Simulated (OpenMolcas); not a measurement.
## Single-point calculation of C2H6FIn (part 1 of 3)

C2H6FIn, SMILES C[CH](F)[InH2], computed with CASSCF/ANO-RCC-VDZP, DKH2 (OpenMolcas 26.06).

The geometry comes from this level: PBE0-D4/def2-TZVP.

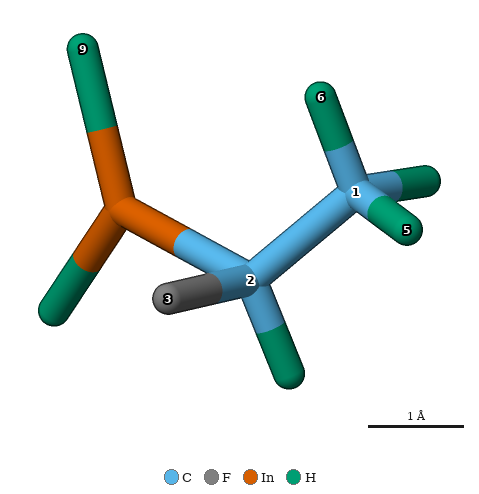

*The input geometry (stick view, seen at a tilt; atoms are numbered from 1 in the order of the input). Sticks mark near contacts.*

Input:
```
* C2H6FIn CASSCF
>>> EXPORT MOLCAS_PRINT=2

&GATEWAY
  Coord = input.xyz
  Basis = ANO-RCC-MB
  Group = NoSym

&SEWARD

&RASSCF
  FileOrb = $CurrDir/step1.LocOrb
  Alter = 2
  1 32 38
  1 39 43
  Spin = 1
  Nactel = 2 0 0
  Inactive = 37
  Ras2 = 2
  OrbListing = Nothing
>>> COPY $Project.RunFile RUNFIL1
>>> COPY $Project.RasOrb INPORB

&GATEWAY
  Coord = input.xyz
  Basis = ANO-RCC-VDZP
  Group = NoSym
  RICD

&SEWARD
>>> COPY $Project.RunFile RUNFIL2

&EXPBAS

&RASSCF
  FileOrb = $Project.ExpOrb
  Spin = 1
  Nactel = 2 0 0
  Inactive = 37
  Ras2 = 2
  OrbListing = Nothing
```

File input.xyz:
```
10

C     -0.140800     1.253600    -0.575200
C      0.633800     0.180000     0.137200
F      0.870200     0.597100     1.467800
In    -0.385200    -1.745500     0.423800
H      0.391300     2.210500    -0.541500
H     -1.131900     1.397600    -0.139100
H     -0.271900     0.979300    -1.626600
H      1.621200     0.055100    -0.315800
H     -2.079900    -1.696200     0.762700
H      0.493100    -3.231500     0.406600
```

Run on 1 thread of Intel Xeon @ 2.90GHz (Ice Lake), 64 GiB of memory available, shared host.

Launch command:
```bash
export MOLCAS_MEM=1860
pymolcas step2.inp > step2.log
```

Log:
```
--- Start Module: gateway ---

                                              &GATEWAY

                       available to each process: 1.9 GB of memory, 1 thread

++    Symmetry information:
      ---------------------

                    Character Table for C1

                             E
                    a        1  x, y, xy, Rz, z, xz, Ry, yz, Rx, I
--

++    Basis set information:
      ----------------------

      Basis set label: C.ANO-RCC...2S1P.

      Electronic valence basis set:
      ------------------
      Associated Effective Charge   6.000000 au
      Associated Actual Charge      6.000000 au
      Nuclear Model: Point charge

      Shell  nPrim  nBasis  Cartesian Spherical Contaminant
         s      14       2        X
         p       9       1        X

      Basis set label: F.ANO-RCC...2S1P.

      Electronic valence basis set:
      ------------------
      Associated Effective Charge   9.000000 au
      Associated Actual Charge      9.000000 au
      Nuclear Model: Point charge

      Shell  nPrim  nBasis  Cartesian Spherical Contaminant
         s      14       2        X
         p       9       1        X

      Basis set label: IN.ANO-RCC...5S4P2D.

      Electronic valence basis set:
      ------------------
      Associated Effective Charge  49.000000 au
      Associated Actual Charge     49.000000 au
      Nuclear Model: Point charge

      Shell  nPrim  nBasis  Cartesian Spherical Contaminant
         s      22       5        X
         p      19       4        X
         d      13       2                 X

      Basis set label: H.ANO-RCC...1S.

      Electronic valence basis set:
      ------------------
      Associated Effective Charge   1.000000 au
      Associated Actual Charge      1.000000 au
      Nuclear Model: Point charge

      Shell  nPrim  nBasis  Cartesian Spherical Contaminant
         s       8       1        X
--

++    Molecular structure info:
      -------------------------

                    ************************************************
                    **** Cartesian Coordinates / bohr, angstrom ****
                    ************************************************

     Center  Label                x              y              z                     x              y              z
        1      C1              -0.266073       2.368961      -1.086970             -0.140800       1.253600      -0.575200
        2      C2               1.197708       0.340151       0.259270              0.633800       0.180000       0.137200
        3      F3               1.644440       1.128355       2.773740              0.870200       0.597100       1.467800
        4      IN4             -0.727923      -3.298517       0.800866             -0.385200      -1.745500       0.423800
        5      H5               0.739450       4.177240      -1.023287              0.391300       2.210500      -0.541500
        6      H6              -2.138981       2.641081      -0.262861             -1.131900       1.397600      -0.139100
        7      H7              -0.513817       1.850609      -3.073829             -0.271900       0.979300      -1.626600
        8      H8               3.063624       0.104124      -0.596776              1.621200       0.055100      -0.315800
        9      H9              -3.930441      -3.205353       1.441294             -2.079900      -1.696200       0.762700
       10      H10              0.931824      -6.106650       0.768363              0.493100      -3.231500       0.406600

                    ***************************************
                    *    InterNuclear Distances / bohr    *
                    ***************************************

               1 C1            2 C2            3 F3            4 IN4           5 H5            6 H6
    1 C1       0.000000
    2 C2       2.840967        0.000000
    3 F3       4.482661        2.672713        0.000000
    4 IN4      5.991455        4.152262        5.396067        0.000000
    5 H5       2.070025        4.071634        4.952990        7.833751        0.000000
    6 H6       2.064216        4.086612        5.081688        6.196889        3.350133        0.000000
    7 H7       2.068253        4.039845        6.274853        6.447681        3.344938        3.341788
    8 H8       4.056681        2.066438        3.797830        5.282726        4.708924        5.797823
    9 H9       7.133911        6.345526        7.185802        3.267255        9.076603        6.347777
   10 H10      8.758607        6.472334        7.541529        3.262120       10.440565        9.328240

               7 H7            8 H8            9 H9           10 H10
    7 H7       0.000000
    8 H8       4.688719        0.000000
    9 H9       7.590943        8.001457        0.000000
   10 H10      8.953786        6.706854        5.701928        0.000000

                    *******************************************
                    *    InterNuclear Distances / angstrom    *
                    *******************************************

               1 C1            2 C2            3 F3            4 IN4           5 H5            6 H6
    1 C1       0.000000
    2 C2       1.503375        0.000000
    3 F3       2.372122        1.414339        0.000000
    4 IN4      3.170541        2.197283        2.855475        0.000000
    5 H5       1.095410        2.154616        2.621010        4.145442        0.000000
    6 H6       1.092336        2.162542        2.689114        3.279252        1.772814        0.000000
    7 H7       1.094472        2.137794        3.320509        3.411966        1.770065        1.768398
    8 H8       2.146703        1.093512        2.009725        2.795498        2.491855        3.068076
    9 H9       3.775103        3.357908        3.802562        1.728957        4.803131        3.359099
   10 H10      4.634855        3.425012        3.990805        1.726239        5.524909        4.936292

               7 H7            8 H8            9 H9           10 H10
    7 H7       0.000000
    8 H8       2.481163        0.000000
    9 H9       4.016954        4.234189        0.000000
   10 H10      4.738139        3.549114        3.017330        0.000000

                    **************************************
                    *    Valence Bond Angles / degree    *
                    **************************************
                          Atom centers                 Phi
                      2 C2       1 C1       5 H5       111.04
                      2 C2       1 C1       6 H6       111.87
                      2 C2       1 C1       7 H7       109.75
                      5 H5       1 C1       6 H6       108.26
                      5 H5       1 C1       7 H7       107.86
                      6 H6       1 C1       7 H7       107.93
                      1 C1       2 C2       3 F3       108.74
                      1 C1       2 C2       8 H8       110.52
                      3 F3       2 C2       8 H8       105.81

           ***************************************************************
           *              Valence Dihedral Angles / degree               *
           ***************************************************************
                    Atom centers                       Phi1     Phi2     Theta
           5 H5       1 C1       2 C2       8 H8        111.04   110.52   -58.87
           6 H6       1 C1       2 C2       8 H8        111.87   110.52  -179.94
           7 H7       1 C1       2 C2       8 H8        109.75   110.52    60.29
           3 F3       2 C2       1 C1       5 H5        108.74   111.04    56.87
           3 F3       2 C2       1 C1       6 H6        108.74   111.87   -64.20
           3 F3       2 C2       1 C1       7 H7        108.74   109.75   176.02
--

            Nuclear Potential Energy            340.98967079 au

--- Stop Module: gateway /rc=_RC_ALL_IS_WELL_ ---

--- Start Module: seward ---

                                              &SEWARD

                       available to each process: 1.9 GB of memory, 1 thread

               SEWARD will generate:
                  Multipole Moment integrals up to order  2
                  Kinetic Energy integrals
                  Nuclear Attraction integrals (point charge)
                  One-Electron Hamiltonian integrals
                  Velocity integrals
                  Relativistic Douglas-Kroll-Hess integrals:
                    - Parametrization         : EXP
                    - DKH order of Hamiltonian: 2
                    - DKH order of Properties : 0
                         - multipole moment operators
                         - electric potential operators
                         - contact operators
                  Orbital angular momentum around ( -0.2628  -1.9860   0.8052 )
                  Velocity quadrupole around ( -0.2628  -1.9860   0.8052 )
                  Atomic mean-field integrals
                  Two-Electron Repulsion integrals

                   Integrals are discarded if absolute value <: 1.00E-14
                   Integral cutoff threshold is set to       <: 1.00E-16

            Nuclear Potential Energy            340.98967079 au

      Basis set specifications :
      Symmetry species         a
      Basis functions           48

--- Stop Module: seward /rc=_RC_ALL_IS_WELL_ ---
--- Module seward spent 8 seconds ---

--- Start Module: rasscf ---

                                              &RASSCF

                       available to each process: 1.9 GB of memory, 1 thread

      Header of the ONEINT file:
      --------------------------

      OrdInt status: non-squared

      Cartesian coordinates in angstrom:
      -----------------------------------------------------
      No.  Label        X            Y            Z
      -----------------------------------------------------
       1   C1        -0.14080000   1.25360000  -0.57520000
       2   C2         0.63380000   0.18000000   0.13720000
       3   F3         0.87020000   0.59710000   1.46780000
       4   IN4       -0.38520000  -1.74550000   0.42380000
       5   H5         0.39130000   2.21050000  -0.54150000
       6   H6        -1.13190000   1.39760000  -0.13910000
       7   H7        -0.27190000   0.97930000  -1.62660000
       8   H8         1.62120000   0.05510000  -0.31580000
       9   H9        -2.07990000  -1.69620000   0.76270000
      10   H10        0.49310000  -3.23150000   0.40660000
      -----------------------------------------------------
      Nuclear repulsion energy =  340.98967079

++    Wave function specifications:
      -----------------------------

      Number of closed shell electrons          74
      Number of electrons in active shells       2
      Max number of holes in RAS1 space          0
      Max nr of electrons in RAS3 space          0
      Number of inactive orbitals               37
      Number of active orbitals                  2
      Number of secondary orbitals               9
      Spin quantum number                      0.0
      State symmetry                             1
--

++    Orbital specifications:
      -----------------------

      Symmetry species                           1
                                                 a
      Frozen orbitals                            0
      Inactive orbitals                         37
      Active orbitals                            2
      RAS1 orbitals                              0
      RAS2 orbitals                              2
      RAS3 orbitals                              0
      Secondary orbitals                         9
      Deleted orbitals                           0
      Number of basis functions                 48
--

++    CI expansion specifications:
      ----------------------------

      Number of CSFs                             3
      Number of spin combinations                3
      Number of determinants                     4
      Number of root(s) required                 1
      Root chosen for geometry opt.              1
      CI root used                               1

      highest root included in the CI            1
      max. size of the explicit Hamiltonian      3
--

++    Optimization specifications:
      ----------------------------

      RASSCF algorithm: Conventional
      Maximum number of macro iterations       200
      Maximum number of SX iterations          100
      Threshold for RASSCF energy            1.000E-08
      Threshold for max MO rotation          1.000E-01
      Threshold for max BLB element          1.000E-04
      Level shift parameter                  5.000E-01
      Make Quasi-Newton update
--

      The MO-coefficients are taken from the file:
      step1.LocOrb
      Title:Localised orbitals

      Total molecular charge    0.00

      Molecular orbitals exchanged:
        In symmetry  1 :  32  38
        In symmetry  1 :  39  43

      ************************************************************************************************************************
      *                                            Wave function control section                                             *
      ************************************************************************************************************************

                                         RASSCF iterations: Energy and convergence statistics
                                         ----------------------------------------------------
```
